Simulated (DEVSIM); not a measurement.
System: abrupt Si p-n junction, at 400 K.

```
layer (left to right)  material  thickness (μm)  Nd (cm⁻³)  Na (cm⁻³)  τn (s)  τp (s)
---------------------  --------  --------------  ---------  ---------  ------  ------
1                            Si            26.0          -     1.5e16  4.2e-5  4.2e-5
2                            Si             170     1.8e13          -  4.2e-5  4.2e-5
```

Left contact: ohmic. Right contact: ohmic. Voltage is applied to the left contact. Recombination: SRH at mid-gap. Mobility is μmin + (μ − μmin)/(1 + (N/Nref)^α).

Constants are typed, rounded textbook-type inputs, not results; the design itself was drawn at random and stands for no fabricated device. Values at 300 K; Nc and Nv go as T^1.5, mobilities as T to minus their exponent, the gap by Varshni's rule with the affinity fixed.

```tsv
parameter	Si
gap (eV)	1.124
affinity (eV)	4.05
permittivity	11.7
Nc (cm⁻³)	2.86e19
Nv (cm⁻³)	3.1e19
μn (cm²/Vs)	1417
μp (cm²/Vs)	470
μn,min	52
μp,min	45
Nref,n	9.7e16
Nref,p	2.2e17
αn	0.68
αp	0.72
T exponent of μn	2.3
T exponent of μp	2.2
Varshni α (eV/K)	0.000473
Varshni β (K)	636
```

DEVSIM, 1D drift-diffusion, Boltzmann statistics, complete ionisation; no tunnelling, impact ionisation, image-force lowering or self-heating.

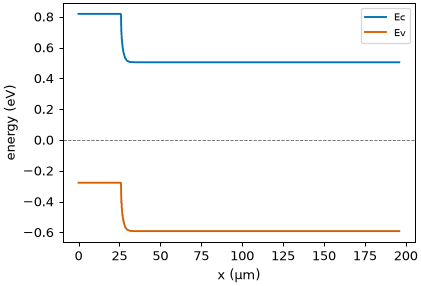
*Band edges at zero bias*

Energies count from the Fermi level of the right contact; mesh points crowd at the junctions.

```tsv
x (μm)	Ec (eV)	Ev (eV)	n (cm⁻³)	p (cm⁻³)	field (V/cm)
0.000	0.818	-0.278	2.1e9	1.5e16	≈ 0
0.06099	0.818	-0.278	2.1e9	1.5e16	≈ 0
0.2767	0.818	-0.278	2.1e9	1.5e16	≈ 0
1.039	0.818	-0.278	2.1e9	1.5e16	≈ 0
5.628	0.818	-0.278	2.1e9	1.5e16	≈ 0
17.36	0.818	-0.278	2.1e9	1.5e16	≈ 0
23.57	0.818	-0.278	2.1e9	1.5e16	≈ 0
25.56	0.818	-0.278	2.1e9	1.5e16	≈ 0
25.89	0.816	-0.281	2.3e9	1.4e16	-670
25.99	0.792	-0.304	4.6e9	7.0e15	-6000
26.03	0.763	-0.333	1.1e10	3.0e15	-5800
26.27	0.686	-0.410	9.9e10	3.3e14	-2100
27.00	0.599	-0.498	1.3e12	2.5e13	-760
29.61	0.514	-0.583	1.5e13	2.2e12	-92
46.15	0.504	-0.592	2.0e13	1.6e12	≈ 0
97.45	0.504	-0.592	2.0e13	1.6e12	≈ 0
166.6	0.504	-0.592	2.0e13	1.6e12	≈ 0
187.7	0.504	-0.592	2.0e13	1.6e12	≈ 0
194.5	0.504	-0.592	2.0e13	1.6e12	≈ 0
195.6	0.504	-0.592	2.0e13	1.6e12	≈ 0
195.9	0.504	-0.592	2.0e13	1.6e12	≈ 0
196.0	0.504	-0.592	2.0e13	1.6e12	≈ 0
```
